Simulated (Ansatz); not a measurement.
CH8B2SSi: geometry relaxation (part 3 of 3)

Continued. System: CH8B2SSi, SMILES BSCB[SiH3]. Method: RKS PBE-D4/def2-SVP (Ansatz 0.2.0). The geometry: force-field start.

Geometry of the input (Å):
```
B  -0.9000  2.2703  1.5624
S  -0.6480  0.4542  1.4434
C  -0.6054  0.4407  -0.3899
B  -0.2256  -1.0293  -0.8916
Si 1.3970  -1.9285  -0.5463
H  -0.0343  3.0759  1.6123
H  -2.0257  2.7364  1.5416
H  0.2812  1.1183  -0.7439
H  -1.5381  0.8033  -0.7500
H  -1.1032  -1.5871  -1.5320
H  1.3877  -3.2511  -1.1340
H  2.5098  -1.1041  -1.0655
H  1.5251  -2.0337  0.9084
```

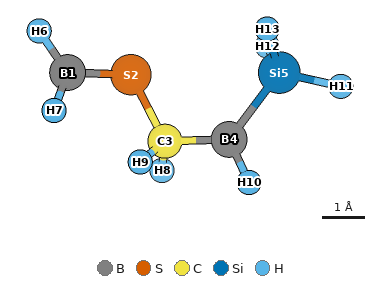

Fig. 1: The geometry at step 37 of the log (ball-and-stick view, seen at a tilt; atoms are numbered from 1 in the order of the input).

**Trajectory as extended XYZ, continued**
```
13
Properties=species:S:1:pos:R:3:forces:R:3 step=27 energy=-21211.84473
B    -0.6705    2.4072    1.5715    0.0765  -0.0899  -0.0010
S     0.3342    1.1675    0.8074   -0.0345   0.1294   0.1051
C    -0.7035    0.4227   -0.5153   -0.0155  -0.0360  -0.0893
B    -0.3161   -1.0134   -0.9961   -0.0577   0.0083   0.0535
Si    1.3663   -1.9828   -0.4112    0.0488  -0.0187  -0.0016
H    -0.1464    3.0030    2.4890    0.0055   0.0083  -0.0085
H    -1.8082    2.6221    1.2054   -0.0014  -0.0141  -0.0230
H    -0.5881    1.0438   -1.4403    0.0007  -0.0011  -0.0076
H    -1.7796    0.5192   -0.2561   -0.0006  -0.0215  -0.0101
H    -1.0949   -1.5353   -1.7783    0.0132   0.0133  -0.0024
H     1.6331   -3.2486   -1.1861   -0.0085   0.0352   0.0234
H     2.5792   -1.0888   -0.5247   -0.0250  -0.0294   0.0062
H     1.2151   -2.3513    1.0496   -0.0014   0.0161  -0.0448
13
Properties=species:S:1:pos:R:3:forces:R:3 step=28 energy=-21211.83641 accepted=F
B    -0.6923    2.3500    1.6188    0.2839   0.0009  -0.3031
S     0.3674    1.2172    0.7439   -0.2585   0.2427   0.2427
C    -0.6835    0.4512   -0.5580   -0.0885  -0.0739  -0.1112
B    -0.3337   -1.0162   -0.9800    0.0217   0.1415  -0.0889
Si    1.3576   -1.9738   -0.3998    0.0588  -0.0847   0.0830
H    -0.1417    2.9786    2.5008   -0.0594  -0.0892   0.0418
H    -1.8510    2.5342    1.2902    0.0604  -0.1154   0.0574
H    -0.5337    1.0299   -1.5104   -0.0085  -0.0662   0.0899
H    -1.7608    0.5963   -0.3165    0.0828  -0.0180  -0.0204
H    -1.1155   -1.5454   -1.7557   -0.0067   0.0003   0.0583
H     1.5986   -3.2756   -1.1304   -0.0181   0.0990   0.0520
H     2.5814   -1.0968   -0.5689   -0.0914  -0.0550   0.0080
H     1.2278   -2.2843    1.0809    0.0234   0.0180  -0.1094
13
Properties=species:S:1:pos:R:3:forces:R:3 step=29 energy=-21211.84673
B    -0.6723    2.3949    1.5829   -0.0492  -0.0338  -0.0391
S     0.3494    1.1978    0.7850    0.0265   0.0159  -0.0067
C    -0.6917    0.4360   -0.5334   -0.0335   0.0032   0.0199
B    -0.3223   -1.0122   -0.9854    0.0266   0.0160  -0.0008
Si    1.3642   -1.9801   -0.4099    0.0079  -0.0161   0.0095
H    -0.1518    3.0087    2.4892    0.0162  -0.0015   0.0153
H    -1.8247    2.5677    1.2364    0.0193   0.0049   0.0059
H    -0.5679    1.0418   -1.4674    0.0017  -0.0049   0.0007
H    -1.7674    0.5430   -0.2769   -0.0007   0.0103  -0.0038
H    -1.1104   -1.5421   -1.7519   -0.0032   0.0017   0.0034
H     1.6223   -3.2474   -1.1809   -0.0021   0.0033   0.0023
H     2.5826   -1.0973   -0.5220   -0.0088   0.0001  -0.0025
H     1.2105   -2.3455    1.0492   -0.0007   0.0010  -0.0041
13
Properties=species:S:1:pos:R:3:forces:R:3 step=31 energy=-21211.84742 accepted=F
B    -0.6806    2.3329    1.6135   -0.0020   0.0316  -0.1731
S     0.3976    1.2754    0.6922   -0.1257   0.0306   0.0441
C    -0.6686    0.4753   -0.5875    0.0131   0.0224  -0.0349
B    -0.3294   -1.0000   -0.9765   -0.0447   0.0079   0.0366
Si    1.3541   -1.9678   -0.3918    0.0065   0.0051  -0.0016
H    -0.1579    2.9582    2.5114   -0.0011  -0.0344   0.0330
H    -1.8596    2.4415    1.3205    0.0924  -0.0548   0.0602
H    -0.5216    1.0327   -1.5512   -0.0173  -0.0338   0.0545
H    -1.7413    0.6292   -0.3365    0.0532  -0.0013  -0.0141
H    -1.1500   -1.5618   -1.6864    0.0265   0.0244  -0.0005
H     1.5891   -3.2596   -1.1289    0.0002   0.0054   0.0023
H     2.5788   -1.1002   -0.5422    0.0022  -0.0072   0.0016
H     1.2099   -2.2907    1.0783   -0.0033   0.0041  -0.0082
13
Properties=species:S:1:pos:R:3:forces:R:3 step=32 energy=-21211.84892
B    -0.6769    2.3536    1.6001   -0.0318  -0.0358  -0.0507
S     0.3855    1.2562    0.7133   -0.0546   0.0323   0.0054
C    -0.6748    0.4661   -0.5748    0.0024   0.0080  -0.0121
B    -0.3289   -1.0034   -0.9769   -0.0118   0.0183   0.0051
Si    1.3558   -1.9705   -0.3947    0.0054  -0.0055   0.0069
H    -0.1554    2.9656    2.5078    0.0068   0.0007   0.0061
H    -1.8531    2.4671    1.3065    0.0612  -0.0098   0.0187
H    -0.5325    1.0334   -1.5321   -0.0079  -0.0220   0.0286
H    -1.7480    0.6106   -0.3234    0.0286   0.0013  -0.0075
H    -1.1379   -1.5547   -1.7067    0.0081   0.0076   0.0034
H     1.5958   -3.2578   -1.1385   -0.0020   0.0066   0.0037
H     2.5793   -1.0997   -0.5395   -0.0042  -0.0048   0.0010
H     1.2115   -2.3013    1.0738   -0.0001   0.0031  -0.0086
13
Properties=species:S:1:pos:R:3:forces:R:3 step=33 energy=-21211.84977
B    -0.6771    2.3301    1.6071   -0.0282  -0.0124  -0.0494
S     0.4023    1.2897    0.6734   -0.0788   0.0319   0.0065
C    -0.6674    0.4824   -0.5964    0.0391   0.0010  -0.0104
B    -0.3300   -0.9954   -0.9734   -0.0405  -0.0033   0.0065
Si    1.3512   -1.9651   -0.3848   -0.0024   0.0101  -0.0058
H    -0.1532    2.9474    2.5102   -0.0007  -0.0047   0.0076
H    -1.8646    2.4078    1.3447    0.0818  -0.0166   0.0222
H    -0.5229    1.0301   -1.5643   -0.0078  -0.0113   0.0208
H    -1.7378    0.6406   -0.3437    0.0146  -0.0039  -0.0068
H    -1.1486   -1.5568   -1.6855    0.0188   0.0114   0.0042
H     1.5828   -3.2585   -1.1189   -0.0005  -0.0062  -0.0026
H     2.5784   -1.1027   -0.5390    0.0086   0.0023   0.0020
H     1.2074   -2.2841    1.0854   -0.0039   0.0016   0.0053
13
Properties=species:S:1:pos:R:3:forces:R:3 step=34 energy=-21211.85037
B    -0.6758    2.3130    1.6122   -0.0246   0.0030  -0.0471
S     0.4124    1.3167    0.6416   -0.0815   0.0262   0.0123
C    -0.6630    0.4938   -0.6129    0.0566  -0.0016  -0.0033
B    -0.3308   -0.9895   -0.9710   -0.0443  -0.0161  -0.0031
Si    1.3477   -1.9606   -0.3768   -0.0092   0.0190  -0.0093
H    -0.1486    2.9333    2.5116   -0.0058  -0.0084   0.0064
H    -1.8704    2.3637    1.3752    0.0893  -0.0206   0.0223
H    -0.5204    1.0270   -1.5886   -0.0055  -0.0004   0.0083
H    -1.7311    0.6593   -0.3581   -0.0054  -0.0055  -0.0048
H    -1.1534   -1.5571   -1.6741    0.0204   0.0118   0.0085
H     1.5736   -3.2584   -1.1038    0.0011  -0.0136  -0.0064
H     2.5783   -1.1046   -0.5348    0.0143   0.0068   0.0009
H     1.2019   -2.2714    1.0943   -0.0055  -0.0005   0.0153
13
Properties=species:S:1:pos:R:3:forces:R:3 step=36 energy=-21211.85125
B    -0.6685    2.2797    1.6232   -0.0414   0.0034  -0.0622
S     0.4272    1.3677    0.5793   -0.0798   0.0325   0.0330
C    -0.6558    0.5145   -0.6473    0.0475  -0.0039   0.0105
B    -0.3342   -0.9789   -0.9690   -0.0183  -0.0220  -0.0264
Si    1.3399   -1.9490   -0.3608   -0.0133   0.0179   0.0000
H    -0.1328    2.9090    2.5119   -0.0105  -0.0203   0.0020
H    -1.8755    2.2726    1.4420    0.1265  -0.0196   0.0173
H    -0.5186    1.0216   -1.6370    0.0003   0.0122  -0.0014
H    -1.7209    0.6904   -0.3898   -0.0313  -0.0033   0.0000
H    -1.1611   -1.5576   -1.6580    0.0138   0.0098   0.0175
H     1.5591   -3.2570   -1.0720    0.0022  -0.0110  -0.0055
H     2.5782   -1.1044   -0.5203    0.0078   0.0069  -0.0015
H     1.1835   -2.2433    1.1127   -0.0035  -0.0026   0.0167
13
Properties=species:S:1:pos:R:3:forces:R:3 step=37 energy=-21211.85196
B    -0.6639    2.2768    1.6207   -0.0474   0.0255   0.0113
S     0.4259    1.3709    0.5724   -0.0034  -0.0012  -0.0158
C    -0.6577    0.5157   -0.6507    0.0383  -0.0036   0.0203
B    -0.3344   -0.9770   -0.9710   -0.0074  -0.0297  -0.0252
Si    1.3383   -1.9458   -0.3573   -0.0092   0.0131  -0.0003
H    -0.1258    2.9043    2.5095   -0.0135  -0.0151  -0.0058
H    -1.8694    2.2608    1.4484    0.0669  -0.0044   0.0089
H    -0.5251    1.0228   -1.6402    0.0041   0.0205  -0.0181
H    -1.7228    0.6882   -0.3912   -0.0371  -0.0008   0.0050
H    -1.1594   -1.5556   -1.6612    0.0061   0.0004   0.0109
H     1.5612   -3.2535   -1.0680    0.0008  -0.0108  -0.0051
H     2.5773   -1.1012   -0.5122    0.0049   0.0071  -0.0003
H     1.1764   -2.2411    1.1156   -0.0031  -0.0010   0.0143
13
Properties=species:S:1:pos:R:3:forces:R:3 step=38 energy=-21211.85248
B    -0.6556    2.2608    1.6230   -0.0324   0.0255   0.0232
S     0.4308    1.3907    0.5423    0.0182  -0.0149  -0.0108
C    -0.6575    0.5233   -0.6670    0.0265   0.0139  -0.0048
B    -0.3334   -0.9710   -0.9784   -0.0174  -0.0442   0.0281
Si    1.3343   -1.9375   -0.3481    0.0027   0.0126  -0.0133
H    -0.1133    2.8827    2.5132   -0.0107  -0.0083  -0.0117
H    -1.8619    2.2265    1.4710    0.0348  -0.0063   0.0067
H    -0.5344    1.0251   -1.6603    0.0017   0.0234  -0.0212
H    -1.7220    0.6927   -0.4014   -0.0307  -0.0017   0.0064
H    -1.1630   -1.5577   -1.6555    0.0087   0.0026  -0.0087
H     1.5598   -3.2495   -1.0509    0.0019  -0.0064  -0.0006
H     2.5757   -1.0952   -0.4984    0.0027   0.0010   0.0018
H     1.1610   -2.2258    1.1255   -0.0061   0.0030   0.0049
13
Properties=species:S:1:pos:R:3:forces:R:3 step=40 energy=-21211.85349
B    -0.6311    2.2138    1.6307    0.0070  -0.0134  -0.0091
S     0.4436    1.4397    0.4637   -0.0260   0.0274   0.0431
C    -0.6580    0.5447   -0.7117   -0.0093   0.0150  -0.0307
B    -0.3386   -0.9579   -0.9887    0.0165  -0.0347   0.0314
Si    1.3213   -1.9143   -0.3228    0.0048  -0.0032   0.0016
H    -0.0763    2.8372    2.5119   -0.0056  -0.0051  -0.0134
H    -1.8404    2.1151    1.5441    0.0360  -0.0051  -0.0067
H    -0.5544    1.0289   -1.7160    0.0014   0.0138  -0.0030
H    -1.7206    0.7120   -0.4334   -0.0083   0.0020   0.0094
H    -1.1676   -1.5584   -1.6528   -0.0063  -0.0051  -0.0142
H     1.5565   -3.2386   -1.0012   -0.0014   0.0102   0.0079
H     2.5678   -1.0764   -0.4617   -0.0097  -0.0068   0.0016
H     1.1182   -2.1805    1.1529    0.0008   0.0051  -0.0181
13
Properties=species:S:1:pos:R:3:forces:R:3 step=41 energy=-21211.85386
B    -0.6206    2.1967    1.6325    0.0047   0.0058   0.0049
S     0.4458    1.4517    0.4416   -0.0023   0.0215   0.0169
C    -0.6601    0.5511   -0.7254   -0.0192   0.0040  -0.0247
B    -0.3407   -0.9538   -0.9926    0.0257  -0.0232   0.0092
Si    1.3163   -1.9062   -0.3141    0.0007  -0.0062   0.0120
H    -0.0619    2.8250    2.5075   -0.0056  -0.0094  -0.0057
H    -1.8280    2.0766    1.5646    0.0110  -0.0022  -0.0038
H    -0.5648    1.0337   -1.7312    0.0026   0.0066   0.0051
H    -1.7221    0.7152   -0.4407    0.0045   0.0026   0.0081
H    -1.1663   -1.5572   -1.6581   -0.0127  -0.0094  -0.0097
H     1.5574   -3.2344   -0.9829   -0.0039   0.0118   0.0058
H     2.5631   -1.0683   -0.4478   -0.0086  -0.0060  -0.0002
H     1.1024   -2.1647    1.1616    0.0033   0.0040  -0.0179
13
Properties=species:S:1:pos:R:3:forces:R:3 step=42 energy=-21211.85409
B    -0.6069    2.1722    1.6355    0.0106   0.0020  -0.0222
S     0.4495    1.4743    0.4060   -0.0239   0.0284   0.0363
C    -0.6621    0.5610   -0.7463   -0.0249  -0.0011  -0.0319
B    -0.3415   -0.9470   -0.9995    0.0237  -0.0098   0.0096
Si    1.3097   -1.8948   -0.3010   -0.0015  -0.0082   0.0149
H    -0.0428    2.8022    2.5056   -0.0047  -0.0096   0.0001
H    -1.8127    2.0236    1.5935    0.0213  -0.0044  -0.0016
H    -0.5799    1.0399   -1.7551    0.0015  -0.0023   0.0159
H    -1.7227    0.7202   -0.4514    0.0188   0.0012   0.0045
H    -1.1656   -1.5567   -1.6613   -0.0131  -0.0087  -0.0098
H     1.5557   -3.2289   -0.9565   -0.0055   0.0138   0.0062
H     2.5584   -1.0593   -0.4295   -0.0069  -0.0053  -0.0006
H     1.0814   -2.1414    1.1749    0.0046   0.0041  -0.0215
13
Properties=species:S:1:pos:R:3:forces:R:3 step=43 energy=-21211.85401 accepted=F
B    -0.5923    2.1515    1.6345    0.0094  -0.0634  -0.0049
S     0.4522    1.4962    0.3709   -0.0388   0.0491   0.0296
C    -0.6641    0.5717   -0.7687   -0.0265  -0.0103  -0.0316
B    -0.3413   -0.9392   -1.0090    0.0033   0.0005   0.0175
Si    1.3020   -1.8825   -0.2864   -0.0035  -0.0098   0.0112
H    -0.0225    2.7786    2.5025   -0.0063   0.0100  -0.0044
H    -1.7934    1.9594    1.6263    0.0332   0.0243  -0.0154
H    -0.5964    1.0492   -1.7791    0.0006  -0.0109   0.0272
H    -1.7232    0.7242   -0.4620    0.0352  -0.0027  -0.0018
H    -1.1645   -1.5555   -1.6667   -0.0026  -0.0023  -0.0094
H     1.5521   -3.2234   -0.9263   -0.0059   0.0135   0.0057
H     2.5527   -1.0501   -0.4108   -0.0013  -0.0031  -0.0009
H     1.0593   -2.1148    1.1897    0.0031   0.0051  -0.0227
13
Properties=species:S:1:pos:R:3:forces:R:3 step=45 energy=-21211.85448
B    -0.5909    2.1439    1.6373    0.0081  -0.0148  -0.0182
S     0.4508    1.5058    0.3647   -0.0066   0.0067   0.0114
C    -0.6639    0.5737   -0.7718   -0.0101  -0.0055  -0.0096
B    -0.3398   -0.9380   -1.0088   -0.0075   0.0128  -0.0044
Si    1.3014   -1.8815   -0.2834   -0.0082  -0.0039   0.0023
H    -0.0233    2.7721    2.5056   -0.0008   0.0046   0.0048
H    -1.7908    1.9535    1.6248    0.0012   0.0020   0.0025
H    -0.6008    1.0510   -1.7819   -0.0016  -0.0089   0.0135
H    -1.7214    0.7237   -0.4603    0.0137  -0.0037  -0.0059
H    -1.1609   -1.5541   -1.6708    0.0066   0.0062   0.0056
H     1.5444   -3.2252   -0.9183   -0.0002   0.0005   0.0015
H     2.5540   -1.0539   -0.4153    0.0041   0.0025  -0.0015
H     1.0616   -2.1059    1.1930    0.0013   0.0015  -0.0020
13
Properties=species:S:1:pos:R:3:forces:R:3 step=46 energy=-21211.85453
B    -0.5831    2.1290    1.6386   -0.0016  -0.0150  -0.0232
S     0.4519    1.5184    0.3467   -0.0183   0.0074   0.0099
C    -0.6646    0.5796   -0.7835    0.0014  -0.0104  -0.0028
B    -0.3387   -0.9329   -1.0145   -0.0210   0.0131   0.0028
Si    1.2970   -1.8752   -0.2755   -0.0058  -0.0015  -0.0031
H    -0.0147    2.7604    2.5039    0.0006   0.0020   0.0074
H    -1.7805    1.9193    1.6405    0.0154   0.0045   0.0010
H    -0.6100    1.0566   -1.7938   -0.0015  -0.0081   0.0121
H    -1.7209    0.7250   -0.4651    0.0135  -0.0044  -0.0074
H    -1.1591   -1.5518   -1.6751    0.0114   0.0082   0.0030
H     1.5394   -3.2240   -0.8992   -0.0004  -0.0014   0.0006
H     2.5516   -1.0513   -0.4096    0.0072   0.0038  -0.0012
H     1.0522   -2.0879    1.2016   -0.0008   0.0017   0.0008
```

**Results in brief**

| quantity | value |
| --- | --- |
| outcome | converged |
| total energy | −21211.8546 eV |
| mean-field energy | −21211.5536 eV |
| dispersion energy | −0.3010 eV |
| SCF solution under orbital rotations | stable |
| largest force (length of the vector) at the end | 0.028 eV/Å |
| dipole moment | 1.81 D |
| hardware | 4 threads of Arm Neoverse V2, 23 GiB of memory available, shared host |
| wall time | 51 s (CPU time 3.1 min) |
| peak memory | 0.17 GiB |
